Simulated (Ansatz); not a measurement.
The reference is CsPbBr$_{3}$ in the cubic perovskite structure (space group Pm-3m, No. 221; a = 5.770 Å). Axes: x, y, z lie along the cube axes.

Now apply this change: biaxial strain −3.00 %, plane normal [001], relaxed out of plane (Cartesian); in-plane vectors clamped, the third vector and the atoms free.

Calculations: Ansatz (an electronic-structure program) LDA, no spin-orbit coupling.

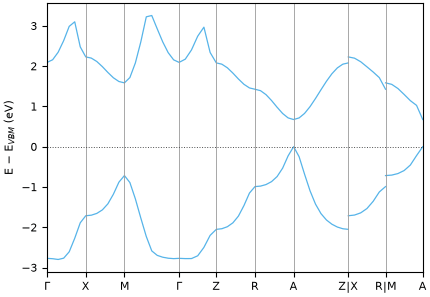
Figure: Highest valence and lowest conduction band along the path of the changed cell's own zone

The gap is 0.67 eV, direct at A; the base has 1.17 eV.

With Pb present, leaving out spin-orbit coupling can change the band edges. Stability against distortions was not tested. Many cubic perovskites are stable only at high temperature; tilts and polar distortions were not tested. This is not the structure that CsPbBr3 has at room temperature and ambient pressure. k-point labels follow each cell's own Brillouin zone.
